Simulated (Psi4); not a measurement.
**Run report: SiH$_{2}$ (charge −1), single-point calculation**

System: SiH$_{2}$, charge −1, multiplicity 2.
Method: BP86/cc-pVTZ, UKS (Psi4 1.11).

The geometry is that of the parent species in another charge or spin state. The geometry comes from this level: PBE0-D4/def2-TZVP.

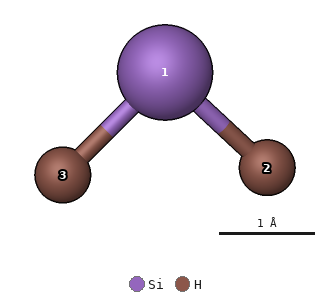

*The structure (ball-and-stick view, seen at a tilt; atoms are numbered from 1 in the order of the input).*

Results in brief

| quantity | value |
| --- | --- |
| outcome | converged |
| total energy | −290.686198 hartree |
| basis functions | 62 |
| ⟨S²⟩ | 0.755 |
| hardware | 1 thread of Intel Xeon @ 2.50GHz (Skylake/Cascade Lake), 189 GiB of memory available, shared host |
| wall time | 57 s |
| peak memory | 1.3 GiB |

Remarks

The record of the run, not the program, notes: unbound anion.

Input (job.inp)
```
memory 1600 MB

molecule molecule1 {
  -1 2
  Si    -0.491200     0.468600    -0.213600
  H      0.840300     0.578600     0.522500
  H     -0.349100    -1.047200    -0.308900
  symmetry c1
}

set globals {
  basis                cc-pVTZ
  reference            uks
  puream               true
  scf_type             pk
  dft_radial_points    250
  dft_spherical_points 1202
  maxiter              150
}

energy('bp86')
```

Command:
```bash
psi4 job.inp job.out -n 1
```

What the program printed
```
Psi4 1.11 release

   => Loading Basis Set <=

    Name: CC-PVTZ
    Role: ORBITAL
    Keyword: BASIS

         ---------------------------------------------------------
                                   SCF
                              UKS Reference
                        1 Threads,   1525 MiB Core
         ---------------------------------------------------------

  ==> Geometry <==

    Molecular point group: c1
    Full point group: Cs

    Geometry (in Angstrom), charge = -1, multiplicity = 2:

       Center              X                  Y                   Z               Mass
    ------------   -----------------  -----------------  -----------------  -----------------
         SI          -0.053788723294     0.047473989026    -0.000000000000    27.976926534650
         H            1.467596978103     0.158022655166     0.000000000000     1.007825032230
         H            0.025562163477    -1.475886630383    -0.000000000000     1.007825032230

  Running in c1 symmetry.

  Rotational constants: A =      7.86762  B =      7.04414  C =      3.71657 [cm^-1]
  Rotational constants: A = 235865.19038  B = 211177.93898  C = 111419.95372 [MHz]
  Nuclear repulsion =    9.956246036569164

  Charge       = -1
  Multiplicity = 2
  Electrons    = 17
  Nalpha       = 9
  Nbeta        = 8

  ==> Algorithm <==

  SCF Algorithm Type is PK.
  DIIS enabled.
  MOM disabled.
  Fractional occupation disabled.
  Guess Type is SAD.
  Energy threshold   = 1.00e-06
  Density threshold  = 1.00e-06
  Integral threshold = 1.00e-12

  ==> Primary Basis <==

  Basis Set: CC-PVTZ
    Blend: CC-PVTZ
    Number of shells: 24
    Number of basis functions: 62
    Number of Cartesian functions: 69
    Spherical Harmonics?: true
    Max angular momentum: 3

  ==> DFT Potential <==

   => LibXC <=

    Version 7.1.2

   => Composite Functional: BP86 <=

    BP86 GGA Exchange-Correlation Functional

    Deriv               =              1
    GGA                 =           TRUE
    Meta                =          FALSE

    Exchange Hybrid     =          FALSE
    MP2 Hybrid          =          FALSE

   => Exchange Functionals <=

    1.0000     XC_GGA_X_B88

   => Correlation Functionals <=

    1.0000     XC_GGA_C_P86

   => LibXC Density Thresholds  <==

    XC_GGA_C_P86:  1.00E-15
    XC_GGA_X_B88:  1.00E-15

   => Molecular Quadrature <=

    Radial Scheme          =       TREUTLER
    Pruning Scheme         =           NONE
    Nuclear Scheme         =       TREUTLER

    Blocking Scheme        =         OCTREE
    BS radius alpha        =              1
    Pruning alpha          =              1
    Radial Points          =            250
    Spherical Points       =           1202
    Total Points           =         858053
    Total Blocks           =           5712
    Max Points             =            256
    Max Functions          =             62
    Weights Tolerance      =       1.00E-15

  ==> Integral Setup <==

  Using in-core PK algorithm.
   Calculation information:
      Number of atoms:                   3
      Number of AO shells:              24
      Number of primitives:             76
      Number of atomic orbitals:        69
      Number of basis functions:        62

      Integral cutoff                 1.00e-12
      Number of threads:                 1

  Performing in-core PK
  Using 3816162 doubles for integral storage.
  We computed 45150 shell quartets total.
  Whereas there are 45150 unique shell quartets.

  ==> DiskJK: Disk-Based J/K Matrices <==

    J tasked:                  Yes
    K tasked:                   No
    wK tasked:                  No
    Memory [MiB]:              112
    Schwarz Cutoff:          1E-12

  Cached 50.0% of DFT collocation blocks in 0.734 [GiB].

  Minimum eigenvalue in the overlap matrix is 4.4083181196E-03.
  Reciprocal condition number of the overlap matrix is 9.8010425141E-04.
    Using symmetric orthogonalization.

  ==> Pre-Iterations <==

  SCF Guess: Superposition of Atomic Densities via on-the-fly atomic UHF (no occupation information).

   -------------------------
    Irrep   Nso     Nmo
   -------------------------
     A         62      62
   -------------------------
    Total      62      62
   -------------------------

  ==> Iterations <==

                        Total Energy        Delta E     RMS |[F,P]|

   @UKS iter SAD:  -290.31937792271191   -2.90319e+02   0.00000e+00
   @UKS iter   1:  -290.53525125853986   -2.15873e-01   7.29640e-03 DIIS/ADIIS
   @UKS iter   2:  -290.56186494908235   -2.66137e-02   6.96424e-03 DIIS/ADIIS
   @UKS iter   3:  -290.68598949870415   -1.24125e-01   2.45518e-04 DIIS/ADIIS
   @UKS iter   4:  -290.68611693379182   -1.27435e-04   1.45573e-04 DIIS/ADIIS
   @UKS iter   5:  -290.68619459788869   -7.76641e-05   2.59808e-05 DIIS
   @UKS iter   6:  -290.68619747782310   -2.87993e-06   4.51607e-06 DIIS
   @UKS iter   7:  -290.68619757038010   -9.25570e-08   5.95979e-07 DIIS
  Energy and wave function converged.

  ==> Post-Iterations <==

   Electrons on quadrature grid:
      Nalpha   =    8.9999999988 ; deviation = -1.235e-09
      Nbeta    =    7.9999999987 ; deviation = -1.255e-09
      Ntotal   =   16.9999999975 ; deviation = -2.490e-09

   @Spin Contamination Metric:   5.332541665E-03
   @S^2 Expected:                7.500000000E-01
   @S^2 Observed:                7.553325417E-01
   @S   Expected:                5.000000000E-01
   @S   Observed:                5.000000000E-01

    Orbital Energies [Eh]
    ---------------------

    Alpha Occupied:

       1A    -65.208530     2A     -4.795250     3A     -3.209755
       4A     -3.205911     5A     -3.203276     6A     -0.212190
       7A     -0.053100     8A      0.024233     9A      0.074983

    Alpha Virtual:

      10A      0.216732    11A      0.239183    12A      0.338645
      13A      0.370217    14A      0.393324    15A      0.397544
      16A      0.398619    17A      0.420583    18A      0.428470
      19A      0.484187    20A      0.528828    21A      0.621237
      22A      0.690458    23A      0.916282    24A      0.955599
      25A      0.971024    26A      1.008264    27A      1.106757
      28A      1.147900    29A      1.153713    30A      1.157949
      31A      1.163983    32A      1.192814    33A      1.314679
      34A      1.322581    35A      1.411621    36A      1.457012
      37A      1.483476    38A      1.513612    39A      1.602010
      40A      1.708191    41A      2.258733    42A      2.302785
      43A      2.490235    44A      2.510158    45A      2.861411
      46A      3.343832    47A      3.358846    48A      3.392815
      49A      3.480344    50A      3.520894    51A      3.614717
      52A      3.657357    53A      3.658942    54A      3.817350
      55A      3.990454    56A      4.043937    57A      4.053777
      58A      4.093644    59A      4.139701    60A      4.262586
      61A      4.682866    62A      4.917527

    Beta Occupied:

       1A    -65.206525     2A     -4.792855     3A     -3.204534
       4A     -3.203046     5A     -3.202026     6A     -0.196514
       7A     -0.049304     8A      0.034080

    Beta Virtual:

       9A      0.125832    10A      0.222143    11A      0.250694
      12A      0.370235    13A      0.373751    14A      0.402144
      15A      0.427825    16A      0.430910    17A      0.433870
      18A      0.469834    19A      0.489980    20A      0.550321
      21A      0.634024    22A      0.699485    23A      0.929520
      24A      0.962974    25A      0.999228    26A      1.018502
      27A      1.109241    28A      1.166511    29A      1.186206
      30A      1.186239    31A      1.190041    32A      1.220539
      33A      1.347227    34A      1.355689    35A      1.451713
      36A      1.460349    37A      1.509817    38A      1.520749
      39A      1.606837    40A      1.712856    41A      2.264854
      42A      2.331199    43A      2.492478    44A      2.511796
      45A      2.863051    46A      3.351835    47A      3.358413
      48A      3.392040    49A      3.481304    50A      3.522113
      51A      3.612594    52A      3.661829    53A      3.663067
      54A      3.814908    55A      3.990715    56A      4.041417
      57A      4.056166    58A      4.096531    59A      4.139198
      60A      4.262020    61A      4.682493    62A      4.920273

    Final Occupation by Irrep:
              A
    DOCC [     8 ]
    SOCC [     1 ]
    NA   [     9 ]
    NB   [     8 ]

  @UKS Final Energy:  -290.68619757038010

   => Energetics <=

    Nuclear Repulsion Energy =              9.9562460365691638
    One-Electron Energy =                -426.1758149141319336
    Two-Electron Energy =                 147.3325192183540935
    DFT Exchange-Correlation Energy =     -21.7991479111714384
    Empirical Dispersion Energy =           0.0000000000000000
    VV10 Nonlocal Energy =                  0.0000000000000000
    Total Energy =                       -290.6861975703801022

  UHF NO Occupations:
  HONO-2 :    7  A 1.9997507
  HONO-1 :    8  A 1.9977385
  HONO-0 :    9  A 1.0000000
  LUNO+0 :   10  A 0.0022615
  LUNO+1 :   11  A 0.0002493
  LUNO+2 :   12  A 0.0001571
  LUNO+3 :   13  A 0.0000006

Computation Completed

Properties will be evaluated at   0.000000,   0.000000,   0.000000 [a0]

Properties computed using the SCF density matrix

 Multipole Moments:

 ------------------------------------------------------------------------------------
     Multipole            Electronic (a.u.)      Nuclear  (a.u.)        Total (a.u.)
 ------------------------------------------------------------------------------------

 L = 1.  Multiply by 2.5417464519 to convert [e a0] to [Debye]
 Dipole X            :         -1.4249124            1.3986185           -0.0262939
 Dipole Y            :          1.2576724           -1.2344223            0.0232501
 Dipole Z            :         -0.0000000            0.0000000           -0.0000000
 Magnitude           :                                                    0.0350989

 ------------------------------------------------------------------------------------

	total time  =         53 seconds =       0.88 minutes

    Psi4 run time: 0:00:53.59
```
